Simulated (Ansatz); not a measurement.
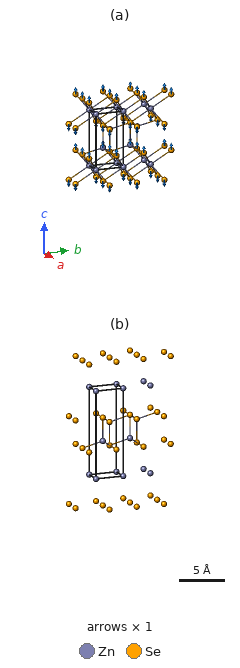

The structure of a crystal of Zn3Se2 (built on the A-type sesquioxide_164 type) (coarse preliminary run) before (top) and after (bottom) a relaxation, at one scale. The blue arrows give the displacements (the part carried along by the change of the cell is left out), at their true length.

A ball-and-stick model of the cell of the calculation, repeated 1 × 2 × 1 with one cell outlined, seen slightly off an axis.

Case: anti-A-type sesquioxide type (P-3m1, No. 164).

Computed with DFT PBE, scalar-relativistic, plane waves, PAW in Ansatz. (plane-wave cutoff 420 eV; k-point mesh 6 × 6 × 4; occupations gaussian; smearing width 0.1 eV; no spin polarisation; cell and atoms relaxed; force threshold 0.04 eV/Å; at most 70 steps)

Q: What changed between the two?

A: The energy falls by 220 meV per atom in 14 accepted moves (17 points after the start). The largest force component goes from 0.44 to 0.0075 eV/Å. The pressure goes from 11.15 to −0.03 GPa. The SCF was repeated 3 times at an unchanged geometry on a basis and grid sized afresh for the cell, which shifted the energy by 17.3 meV per atom at most. The largest moves relative to the cell, 0.84 Å, are those of Se atoms. By element the largest moves are Se 0.84 Å, Zn 0.51 Å. Cell: a = b 4.093 → 4.067 Å (−0.6 %), c 6.368 → 10.008 Å (+57.2 %). Volume +55.2 %. Among the contacts that change: Se–Zn 2.832 → 4.042 Å, Se–Zn 2.547 → 2.660 Å, Se–Zn 2.465 → 2.470 Å. Bonds break: Se–Zn (2.83 → 4.04 Å). The space group stays P-3m1 (No. 164).
